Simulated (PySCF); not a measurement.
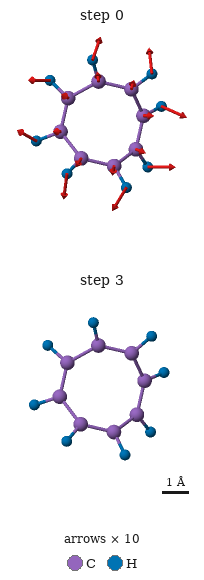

The structure of C8H8 before (top) and after (bottom) a relaxation, at one scale. The red arrows give the displacements, magnified 10 times.

The picture is a ball-and-stick view, seen at a tilt.

The start comes from GFN2-xTB.

Computed with PBE0-D3(BJ)/def2-SVP geometry optimisation, gas phase in PySCF. 

> Summarise the run.

Over 3 geometry steps the energy falls by 1.95 kcal/mol. The largest moves after the best rigid fit, 0.12 Å, are those of H atoms. By element the largest moves are H 0.12 Å, C 0.05 Å. Near-neighbour distances that change, for instance: C–C 1.327 → 1.342 Å, C–H 1.085 → 1.097 Å. Among the angles between lasting bonds that change: C–C–H 119.5° → 117.4°, C–C–H 119.5° → 117.4°.
